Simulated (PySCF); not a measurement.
# C3BCl2F3: geometry, electronic excitations

What electronic excitations should C3BCl2F3 (`FC(F)(F)C#CB(Cl)Cl`) show?

The runs use PySCF 2.14.0, with density-fitted response routines of our own; the level of theory stands in each step. All values are computed, except where a source is named. Atoms are numbered from 0 throughout.

### Step 1. The starting structure

9 atoms, charge 0, multiplicity 1; geometry from: GFN2-xTB. The atoms were then displaced at random by about 0.01 Å, so the start is not that level's minimum.

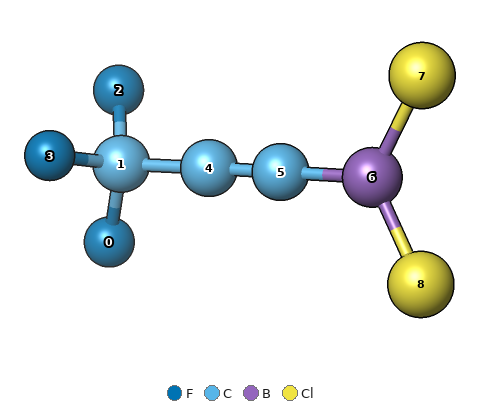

As it starts; fluorine blue, carbon blue, boron purple, chlorine yellow, atoms numbered.

### Step 2. Relaxing the molecule at PBE0-D3(BJ)/def2-SVP

Job settings and geometry (Å):

```
{"job": {"xc": "PBE0", "basis": "def2-SVP", "d3": "d3bj", "grid": 1, "shake": 0.01, "kind": "geom"}, "charge": 0, "multiplicity": 1}
F     -2.122040    -1.448270     0.752140
C     -1.852100    -0.295130     0.092480
F     -2.425180    -0.385150    -1.128740
F     -2.434880     0.709830     0.734390
C     -0.407970    -0.072750     0.006030
C      0.780290     0.126020    -0.046970
B      2.294500     0.357320    -0.123330
Cl     2.914390     1.408030    -1.336060
Cl     3.310800    -0.417060     1.016330
```

The run is started by

```sh
$ OMP_NUM_THREADS=1 python probes_run.py task.json out
```

This one command runs all jobs of the session in turn.

The log of the run:

```text
step   0  E = -1357.76660028  max force = 0.022107
step   1  E = -1357.76780005  max force = 0.007211
step   2  E = -1357.76827328  max force = 0.002700
step   3  E = -1357.76840983  max force = 0.001959
step   4  E = -1357.76846839  max force = 0.001644
step   5  E = -1357.76848308  max force = 0.001134
step   6  E = -1357.76848962  max force = 0.000272
optimisation converged
```

Run time: 53 s. Hardware: 1 thread of Arm Neoverse V2, shared host; peak memory 0.54 GiB.

The steps of the relaxation:

```csv
step,energy from step 0 (eV),largest force component (eV/Å)
0,0.0000,1.1368
1,-0.0326,0.3708
2,-0.0455,0.1388
3,-0.0492,0.1007
4,-0.0508,0.0845
5,-0.0512,0.0583
6,-0.0514,0.0140
```

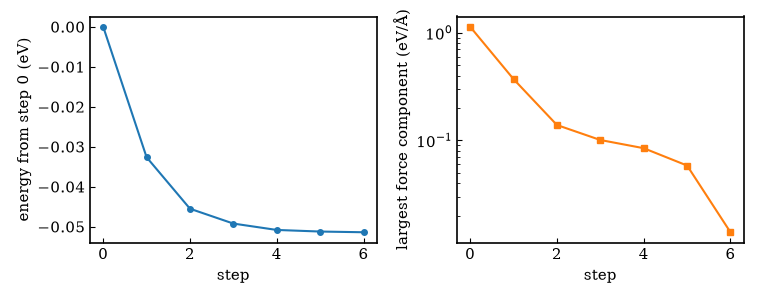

Energy and force, step by step.

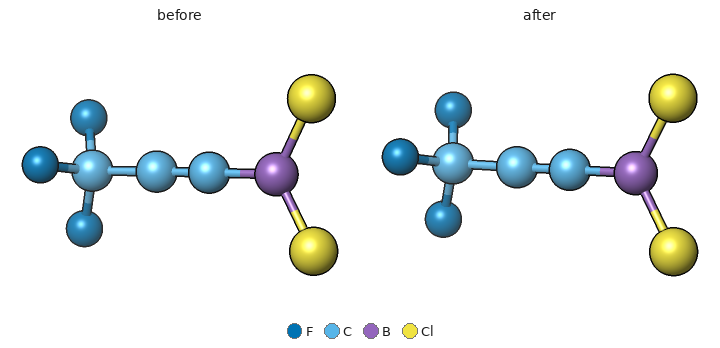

Before and after, at one scale.

Distances of close pairs at the start and the end, largest changes first:

```csv
bond,before (Å),after (Å),change (Å)
B6–Cl8,1.712,1.741,+0.029
F0–C1,1.356,1.330,-0.026
C1–F2,1.352,1.330,-0.022
B6–Cl7,1.720,1.742,+0.021
C5–B6,1.534,1.521,-0.013
C4–C5,1.206,1.215,+0.009
C1–C4,1.464,1.472,+0.008
C1–F3,1.327,1.330,+0.002
```

The next job starts from the end point, and lists it.

```csv
at the end point,value
point group (found at 0.08 Å tolerance),C1
"rotational constants (GHz, main isotopes)","2.038, 0.448, 0.392"
dipole moment (D),0.94
```

### Step 3. Ultraviolet spectrum: PBE0/aug-cc-pVDZ

Job settings and geometry (Å):

```
{"job": {"kind": "uv", "xc": "PBE0", "basis": "aug-cc-pVDZ"}, "charge": 0, "multiplicity": 1}
F     -2.181719    -1.414988     0.668072
C     -1.870717    -0.286261     0.036795
F     -2.359774    -0.356808    -1.197626
F     -2.471696     0.719308     0.665713
C     -0.414388    -0.075380     0.009798
C      0.785721     0.109821    -0.018972
B      2.288508     0.340641    -0.052339
Cl     2.969385     1.409853    -1.246509
Cl     3.314130    -0.463486     1.102679
```

Level: TDDFT PBE0/aug-cc-pVDZ, vertical, gas phase, core orbitals frozen in the response.

The log of the run:

```text
coarse grid: 10856 points
cycle   1  E = -1358.2733040097  dE =  1.606e+00  |g| = 8.848e-01  |ddm| = 1.155e+01
cycle   2  E = -1358.0984331740  dE =  1.749e-01  |g| = 1.359e+00  |ddm| = 4.050e+00
cycle   3  E = -1358.4123923476  dE = -3.140e-01  |g| = 2.007e-01  |ddm| = 2.422e+00
cycle   4  E = -1358.4211343466  dE = -8.742e-03  |g| = 8.047e-02  |ddm| = 4.629e-01
cycle   5  E = -1358.4227186216  dE = -1.584e-03  |g| = 1.996e-02  |ddm| = 1.706e-01
cycle   6  E = -1358.4228131880  dE = -9.457e-05  |g| = 2.365e-03  |ddm| = 5.137e-02
cycle   7  E = -1358.4228145858  dE = -1.398e-06  |g| = 5.276e-04  |ddm| = 8.482e-03
final grid: 103136 points
cycle   8  E = -1358.4460394602  dE = -3.161e-05  |g| = 5.442e-03  |ddm| = 1.632e-01
cycle   9  E = -1358.4460353257  dE =  4.135e-06  |g| = 7.572e-03  |ddm| = 3.374e-02
cycle  10  E = -1358.4460457091  dE = -1.038e-05  |g| = 4.334e-04  |ddm| = 1.375e-02
cycle  11  E = -1358.4460457435  dE = -3.435e-08  |g| = 2.228e-04  |ddm| = 2.454e-03
cycle  12  E = -1358.4460457502  dE = -6.743e-09  |g| = 1.446e-04  |ddm| = 5.868e-04
cycle  13  E = -1358.4460457553  dE = -5.061e-09  |g| = 2.830e-05  |ddm| = 2.725e-04
cycle  14  E = -1358.4460457555  dE = -2.033e-10  |g| = 8.845e-06  |ddm| = 9.534e-05
converged SCF energy = -1358.4460457555

Static polarisability (au): isotropic 81.021, principal 54.988 77.523 110.553

Singlet excitations
state   eV       nm        f      main configurations
  1   4.5037    275.3   0.00001   H->L 0.95
  2   5.3357    232.4   0.00000   H-2->L 0.95
  3   5.4514    227.4   0.11984   H-1->L 0.81, H->L+1 0.16
  4   5.6156    220.8   0.00023   H-4->L 0.99
  5   6.1445    201.8   0.10376   H-3->L 0.96
  6   6.5831    188.3   0.00002   H-1->L+1 0.97
  7   7.4884    165.6   0.22719   H-5->L 0.78, H->L+1 0.09
  8   7.5705    163.8   0.25628   H->L+1 0.52, H-2->L+1 0.38
  9   7.9792    155.4   0.01191   H->L+2 0.76, H-4->L+1 0.20
 10   7.9830    155.3   0.00287   H-3->L+1 0.99

Triplet excitations (Tamm-Dancoff, eV): 4.0736 4.1792 5.1450 5.2088
```

Run time: 45 s. Hardware: 1 thread of Arm Neoverse V2, shared host; peak memory 0.89 GiB.

The orbitals next to the gap, with their largest atomic shares:

```csv
orbital,eV,atoms
HOMO−3,-10.03,"Cl8 46 %, Cl7 45 %, B6 9 %"
HOMO−2,-9.87,"Cl8 31 %, Cl7 31 %, C5 14 %"
HOMO−1,-9.54,"C5 37 %, C4 37 %, Cl7 6 %"
HOMO,-9.17,"C4 30 %, C5 26 %, Cl7 19 %"
LUMO,-2.96,"B6 32 %, C5 21 %, C4 17 %"
LUMO+1,-0.89,"C5 31 %, C4 29 %, B6 11 %"
LUMO+2,-0.11,"B6 59 %, C5 11 %, C4 8 %"
```

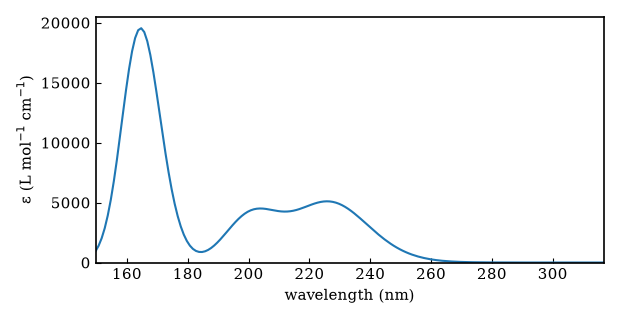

Absorption spectrum: each of the 10 states is a Gaussian band of 0.4 eV half-width at 1/e. Beyond the last state computed it falls off for lack of states.

Further results of this job:

```csv
property,computed
dipole moment (D),0.85
polarisability (Å³),12.01
HOMO–LUMO gap (eV),6.21
−ε(HOMO) (eV),9.17
```

### Step 4. TDDFT and polarisability: PBE0/6-31+G*

The job, as its differences from that of step 3:

```diff
@@ -1,2 +1,2 @@
-{"job": {"kind": "uv", "xc": "PBE0", "basis": "aug-cc-pVDZ"}, "charge": 0, "multiplicity": 1}
+{"job": {"kind": "uv", "xc": "PBE0", "basis": "6-31+G*"}, "charge": 0, "multiplicity": 1}
 F     -2.181719    -1.414988     0.668072
```

Method: TDDFT PBE0/6-31+G*, vertical, gas phase, core orbitals frozen in the response.

The log of the run:

```text
coarse grid: 10856 points
cycle   1  E = -1358.2374850562  dE =  1.597e+00  |g| = 8.755e-01  |ddm| = 3.917e+01
cycle   2  E = -1358.0723253275  dE =  1.652e-01  |g| = 1.330e+00  |ddm| = 2.511e+00
cycle   3  E = -1358.3776521167  dE = -3.053e-01  |g| = 1.980e-01  |ddm| = 1.763e+00
cycle   4  E = -1358.3861942033  dE = -8.542e-03  |g| = 7.857e-02  |ddm| = 2.809e-01
cycle   5  E = -1358.3877047689  dE = -1.511e-03  |g| = 2.002e-02  |ddm| = 1.048e-01
cycle   6  E = -1358.3877968089  dE = -9.204e-05  |g| = 2.224e-03  |ddm| = 2.943e-02
cycle   7  E = -1358.3877980150  dE = -1.206e-06  |g| = 5.442e-04  |ddm| = 1.489e-02
final grid: 103136 points
cycle   8  E = -1358.3540940800  dE = -2.469e-05  |g| = 6.422e-03  |ddm| = 6.034e-02
cycle   9  E = -1358.3540883112  dE =  5.769e-06  |g| = 8.970e-03  |ddm| = 1.621e-02
cycle  10  E = -1358.3541021611  dE = -1.385e-05  |g| = 4.462e-04  |ddm| = 8.983e-03
cycle  11  E = -1358.3541021916  dE = -3.058e-08  |g| = 3.031e-04  |ddm| = 9.677e-04
cycle  12  E = -1358.3541022103  dE = -1.869e-08  |g| = 1.279e-04  |ddm| = 5.393e-04
cycle  13  E = -1358.3541022144  dE = -4.018e-09  |g| = 2.514e-05  |ddm| = 1.900e-04
cycle  14  E = -1358.3541022145  dE = -1.573e-10  |g| = 7.800e-06  |ddm| = 8.973e-05
converged SCF energy = -1358.3541022145

Static polarisability (au): isotropic 73.331, principal 45.839 71.357 102.797

Singlet excitations
state   eV       nm        f      main configurations
  1   4.5033    275.3   0.00001   H->L 0.95
  2   5.3301    232.6   0.00000   H-2->L 0.95
  3   5.4542    227.3   0.12215   H-1->L 0.81, H->L+1 0.16
  4   5.6121    220.9   0.00014   H-4->L 0.99
  5   6.1460    201.7   0.11136   H-3->L 0.96
  6   6.5789    188.5   0.00003   H-1->L+1 0.97
  7   7.4914    165.5   0.21705   H-5->L 0.79
  8   7.5653    163.9   0.24364   H->L+1 0.53, H-2->L+1 0.39
  9   7.9590    155.8   0.00249   H-3->L+1 0.99
 10   8.0261    154.5   0.02445   H-4->L+1 0.49, H->L+2 0.46

Triplet excitations (Tamm-Dancoff, eV): 4.0658 4.1774 5.1434 5.2005
```

Run time: 31 s. Hardware: 1 thread of Arm Neoverse V2, shared host; peak memory 0.77 GiB.

This run: HOMO -9.21 eV, LUMO -3.00 eV; lowest singlet 4.50 eV.

### Step 5. Side by side: electronic excitations

Excitations and ground-state properties, with basis size and wall time:

```csv
run,lowest singlet (eV),brightest (eV),f,gap (eV),α (Å³),μ (D),functions,time
PBE0/aug-cc-pVDZ,4.50,7.57,0.256,6.21,12.01,0.85,215,45 s
PBE0/6-31+G*,4.50,7.57,0.244,6.21,10.87,0.81,170,31 s
```

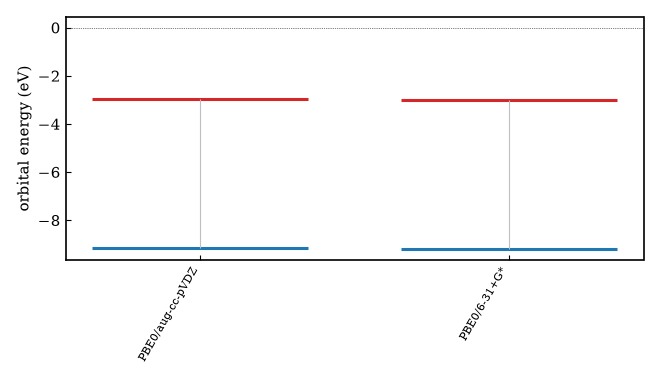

HOMO (blue) and LUMO (red) run by run.

### Step 6. Results

```
                                quantity                        value
                             point group                           C1
    rotational constants (main isotopes)         2.04, 0.45, 0.39 GHz
       lowest singlet (PBE0/aug-cc-pVDZ)  4.50 eV (275 nm), f = 0.000
brightest single state of those computed  state 8, 7.57 eV, f = 0.256
                          lowest triplet                      4.07 eV
             range of the lowest singlet              4.50 to 4.50 eV
```

**Reading.** Over 6 steps the energy fell by 0.051 eV; of the close pairs, B6–Cl8 changed most, 1.712 to 1.741 Å. The lowest singlet, at 4.50 eV, is HOMO→LUMO 0.95 and is dark; of the 10 states computed, the strongest absorption comes from state 8 at 7.57 eV. The lowest triplet lies 0.43 eV below the lowest singlet (triplets in Tamm-Dancoff, singlets in full TDDFT).
